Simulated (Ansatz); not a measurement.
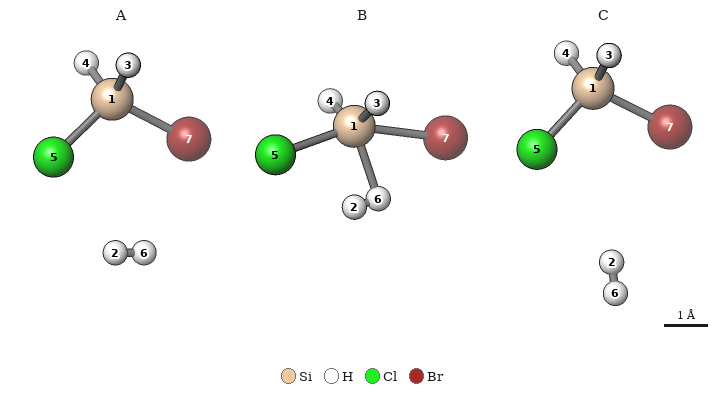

3 geometries from one relaxation of SiH$_{4}$BrCl (started from a transition state, displaced along its imaginary mode), in shuffled order. Style: ball-and-stick. Shown at a tilt.

The calculation used Ansatz, RKS PBE0-D4/def2-TZVP. (force threshold 0.005 eV/Å; at most 200 steps)

Q: Order the frames from highest to lowest energy.

A: B, A, C. They are steps 0, 7, 40, at +200.3 kJ/mol, +7.26 kJ/mol relative to the last. H6 moves most after the best rigid fit: 2.24 Å. By element the largest moves are H 2.24 Å, Si 0.90 Å, Cl 0.55 Å, Br 0.50 Å. Some distances before and after: Si1–H6 1.830 → 4.898 Å, Si1–H2 1.915 → 4.152 Å, H6–Br7 2.255 → 4.173 Å, Si1–Br7 2.389 → 2.206 Å. Bond angles that change, for instance: Cl5–Si1–Br7 155.1° → 110.3°, H3–Si1–H4 134.3° → 112.7°, H3–Si1–Br7 93.2° → 108.4°. Over 36 accepted moves (40 points after the start) the energy falls by 200.3 kJ/mol. Largest force component: 4.1 eV/Å at the start, 0.003 eV/Å at the end. The line search rejected the trial steps at points 22, 24, 27, 35 of the run. The forces were under the threshold at step 14, but the run went on from there. Cost: 69 s on 4 threads of Arm Neoverse V2, with other jobs on the host.
